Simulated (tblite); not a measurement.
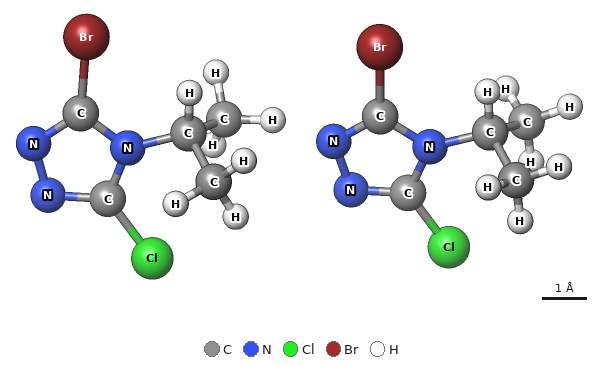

Two geometries of C$_{5}$H$_{7}$BrClN$_{3}$, drawn at one scale. One is the start of a relaxation, the other its converged end. The picture is a ball-and-stick view, seen face on.

Theory: GFN2-xTB geometry optimisation, gas phase in tblite 0.8.0. 

Q: Which of the two is the end point?

A: The right one is the relaxed one. The largest moves after the best rigid fit, 0.64 Å, are those of H atoms. Largest moves by element: H 0.64 Å, Cl 0.46 Å, Br 0.39 Å, C 0.23 Å, N 0.22 Å. Some distances before and after: C–Cl 1.769 → 1.686 Å, C–N 1.368 → 1.302 Å, Br–C 1.905 → 1.854 Å, C–C 1.477 → 1.526 Å. Bond angles that change, for instance: C–N–C 107.8° → 101.5°, N–C–N 106.1° → 111.9°, N–C–Br 130.4° → 124.6°. Groups turn about C–C by about 30°, C–C by about 25°. Over 91 geometry steps the energy falls by 74.0 kJ/mol.
